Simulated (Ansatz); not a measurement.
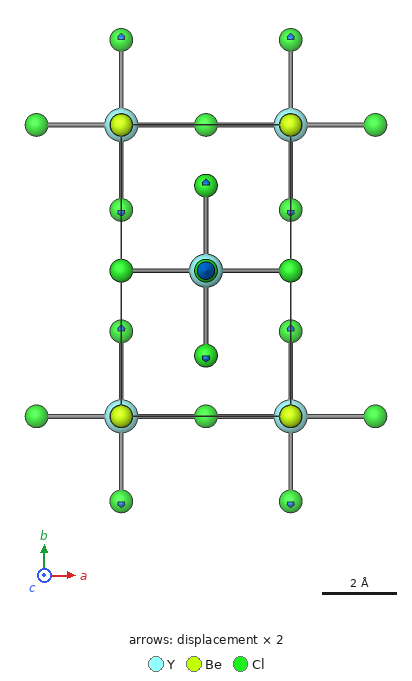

A relaxation of solid YBeCl₅ (built on the AlCrF5-71 type type). The starting structure is drawn; blue arrows show the displacements (the part carried along by the change of the cell is left out), magnified 2 times.

The picture is a ball-and-stick view of the conventional cell (2 times the calculation's cell), seen along the c axis. Lengths and directions refer to the drawn axes.

These are results of Ansatz 0.2.0, DFT, PBEsol, plane waves, PAW, not measurements.

Input
```yaml
crystal:
  lattice:
    - [-2.30854118, 3.97117081, 4.78347782]
    - [2.30854118, -3.97117081, 4.78347782]
    - [2.30854118, 3.97117081, -4.78347782]
  atoms:
    - { symbol: "Y", position: [0.5, 0.5, 0.0] }
    - { symbol: Be, position: [0.0, 0.0, 0.0] }
    - { symbol: Cl, position: [0.79179722, 0.5, 0.29179722] }
    - { symbol: Cl, position: [0.20820278, 0.5, 0.70820278] }
    - { symbol: Cl, position: [0.26059961, 0.26059961, 0.0] }
    - { symbol: Cl, position: [0.73940039, 0.73940039, 0.0] }
    - { symbol: Cl, position: [0.5, 0.0, 0.5] }
kpoints:
  mp_grid: { grid: [6, 6, 6] }
hamiltonian:
  xc: pbesol
scf:
  occupations: { method: fermi_dirac, width: 0.03 }
relax:
  f_tol: 0.01
  cell: {}
  max_steps: 120
```

Launched with:
```bash
ansatz run input.yaml --threads 4 --pin off --max-ram 4608MiB --backend cpu --events-out ev --progress --plain --runs-dir out
```

Atoms of which element are displaced furthest, and by how much?

Chlorine: up to 0.53 Å, against 0.00 Å for beryllium.

What happened in the run?

After 8 accepted moves (9 points after the start) the energy has fallen by 671 meV per atom. Largest force component: 6 eV/Å at the start, 0.0023 eV/Å at the end. The pressure goes from 12.48 to 0.02 GPa. The SCF was repeated once at an unchanged geometry on a basis and grid sized afresh for the cell, which shifted the energy by 0.3 meV per atom at most. The largest moves relative to the cell, 0.53 Å, are those of Cl5 and Cl6. Cl6 goes along +c. Be and Y stay in place. The drawn cell changes as follows: a 4.617 → 5.129 Å (+11.1 %), b 7.942 → 8.366 Å (+5.3 %), c 9.567 → 9.182 Å (−4.0 %); the volume changes by +12.3 %. Some distances before and after: Be2–Cl5 2.493 → 1.864 Å, Y1–Cl5 2.290 → 2.727 Å, Y1–Cl7 2.309 → 2.564 Å, Y1–Cl3 2.318 → 2.538 Å. The space group stays Immm (No. 71).
